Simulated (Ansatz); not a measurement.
# PBE0/def2-SVPD run of GaH2ClO (SMILES [OH][GaH][Cl])

Aim: the electronic atomisation energy of GaH2ClO at PBE0/def2-SVPD, from 5 runs. 

The calculation is run with Ansatz 0.2.0.

37 further runs of the same task are left out: 37 set aside as unsound or not needed. Runs told in other sessions of the task aren't counted.

**1. Starting point**

GaH2ClO: 5 atoms, total charge 0, spin state singlet. SMILES: `[OH][GaH][Cl]`. The shape is that of a PBE0-D4/def2-TZVP optimisation. This is one conformer, not always the lowest.

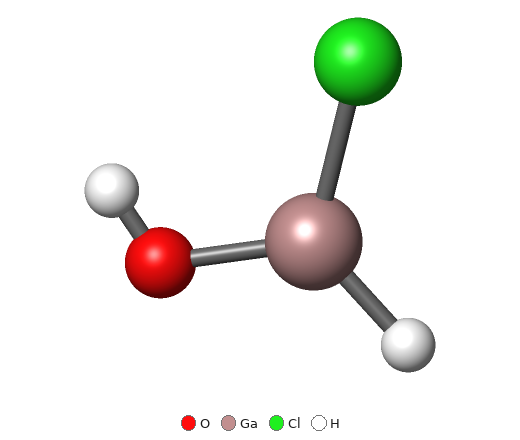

Viewed from a chosen angle; oxygen red, gallium pink, chlorine green, hydrogen white.

**2. A single-point energy at PBE0/def2-SVPD**

input.yaml

```yaml
crystal:
  periodic: [false, false, false]
  atoms:
    - {symbol: O, position_ang: [-1.152400, 0.516000, -0.496900]}
    - {symbol: Ga, position_ang: [0.470000, 0.208100, 0.146200]}
    - {symbol: Cl, position_ang: [0.927500, -1.856600, 0.504600]}
    - {symbol: H, position_ang: [-1.672300, -0.281800, -0.622300]}
    - {symbol: H, position_ang: [1.477200, 1.340600, 0.426900]}
basis:
  gaussian:
    orbitals: def2-SVPD
hamiltonian:
  xc: {name: PBE0}
accuracy: high
output:
  orbitals: {seedname: orbitals}
```

Started as:

```
ansatz run input.yaml --threads 1 --pin off --max-ram 2610MiB --events-out events.jsonl --progress --plain --runs-dir runs
```

The program printed:

```text
Warning: RAYON_NUM_THREADS=1 ignored (pool sized by the plan → 1); use --threads N
Functional definition: PBE0
  name "PBE0"
  parameter a = 0.25
  parameter kappa = 0.804
  parameter beta = 0.06672455060314922
  exchange = (1 - a)*pbe_x(kappa = kappa, mu = beta*pi^2/3) + a*exact_x
  correlation = pbe_c(beta = beta)
1965 factors; integrals over basis functions are off by at most 4.1e-9 eV
mean field evaluation 1: about -66951.5730 eV, gradient 5.8e1 eV
mean field evaluation 2: about -66922.9845 eV, gradient 1.3e2 eV
mean field evaluation 4: about -66957.3210 eV, gradient 7.6e0 eV
mean field evaluation 8: about -66957.4849 eV, gradient 4.5e-1 eV
mean field evaluation 16: about -66957.4852 eV, gradient 5.2e-5 eV
mean field -66957.48520866 eV, -2460.6421960046 hartree, gradient 1.4e-8 eV, S^2 0.000000; 0 other end points of the search recorded, 0 dependent functions left out
reference -66957.48521140 eV, -2460.6421961054 hartree; 29, 29 occupied and 75, 75 virtual orbitals, 1965 factors
Total energy: -66957.48521140 eV, -2460.6421961054 hartree
```

It took 11 s on 1 thread of Arm Neoverse V2, shared host; peak memory 0.35 GiB.

**3. The Cl atom, same level**

job.yaml

```yaml
crystal:
  periodic: [false, false, false]
  atoms:
    - {symbol: Cl, position_ang: [0.000000, 0.000000, 0.000000]}
basis:
  gaussian: {orbitals: def2-SVPD}
magnetization: {spin_polarized: true, initial_magnetization: 1}
hamiltonian: {xc: pbe0}
accuracy: high
```

Run the same way, it converges to -459.84649 Eh (log not shown).

**4. The Ga atom at the same level**

run.yaml

```yaml
crystal:
  periodic: [false, false, false]
  atoms:
    - {symbol: Ga, position_ang: [0.000000, 0.000000, 0.000000]}
basis:
  gaussian:
    orbitals: def2-SVPD
magnetization:
  spin_polarized: true
  initial_magnetization: 1
hamiltonian:
  xc: pbe0
accuracy: high
```

Run the same way, it converges to -1924.30586 Eh (log not shown).

**5. The H atom at the same level**

input.yaml

```yaml
crystal:
  periodic: [false, false, false]
  atoms:
    - {symbol: H, position_ang: [0.000000, 0.000000, 0.000000]}
basis:
  gaussian: {orbitals: def2-SVPD}
magnetization: {spin_polarized: true, initial_magnetization: 1}
hamiltonian: {xc: pbe0}
accuracy: high
```

Run the same way, it converges to -0.50029 Eh (log not shown).

**6. The O atom, same level**

input.yaml

```yaml
crystal:
  periodic: [false, false, false]
  atoms:
    - symbol: O
      position_ang: [0.000000, 0.000000, 0.000000]
basis:
  gaussian:
    orbitals: def2-SVPD
hamiltonian:
  xc: pbe0
magnetization:
  spin_polarized: true
  initial_magnetization: 2
accuracy: high
```

Run the same way, it converges to -74.93194 Eh (log not shown).

**7. Outcome**

At PBE0/def2-SVPD:

| quantity | value |
| --- | --- |
| molecule: total energy | -2460.64220 Eh |
| molecule: HOMO energy | -9.08 eV |
| molecule: LUMO energy | -1.25 eV |
| molecule: HOMO–LUMO gap | 7.83 eV |
| Cl atom: total energy | -459.84649 Eh |
| Cl atom: ⟨S²⟩ | 0.753 |
| Ga atom: total energy | -1924.30586 Eh |
| Ga atom: ⟨S²⟩ | 0.754 |
| H atom: total energy | -0.50029 Eh |
| H atom: ⟨S²⟩ | 0.750 |
| O atom: total energy | -74.93194 Eh |
| O atom: ⟨S²⟩ | 2.004 |
| electronic atomisation energy | 15.165 eV |

**Reading.** Taking the molecule apart into free atoms costs 15.17 eV (350 kcal/mol), before zero-point energy and without spin-orbit coupling.
